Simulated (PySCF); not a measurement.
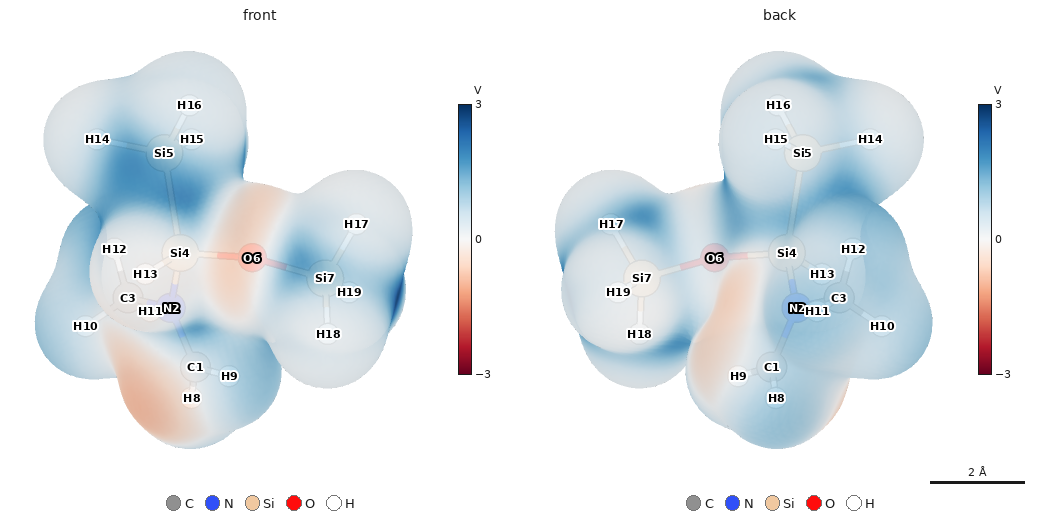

*C₂H₁₂NOSi₃ (doublet). The molecular electrostatic potential painted on the density surface at 0.004 e/bohr³, seen from the front and from behind; red is negative and blue positive.*

Geometry: GFN2-xTB.

Level of theory: PySCF 2.14.0, density-fitted response routines, UKS B3LYP, pcH-1 on C H N O Si, non-relativistic, mean-field spin-orbit, GIAO.

```xyz
19

C    -1.0329   -1.9009   -0.1152
N    -1.0721   -0.5456    0.0800
C    -2.3390    0.0801   -0.2057
Si    0.2301    0.3050    0.8677
Si    0.1673    2.5374    0.3534
O     1.6363   -0.2984    0.3155
Si    2.6913   -1.1675   -0.5485
H    -1.8204   -2.3683   -0.6720
H    -0.1012   -2.4026    0.0390
H    -3.1085   -0.2592    0.4948
H    -2.6675   -0.1725   -1.2173
H    -2.2494    1.1617   -0.1240
H     0.2881   -0.0988    2.2874
H    -0.8623    3.2336    1.1392
H    -0.1362    2.8591   -1.0494
H     1.4322    3.2106    0.6593
H     3.9006   -0.3483   -0.5768
H     2.8925   -2.4356    0.1522
H     2.1412   -1.3805   -1.8870
```

### Describe the electrostatic potential map.

The most negative region (about −0.9 V, or −21 kcal/mol for a unit charge) lies over the π face of C1, the most positive (about +2.3 V, or +53 kcal/mol for a unit charge) over Si4 and Si7.
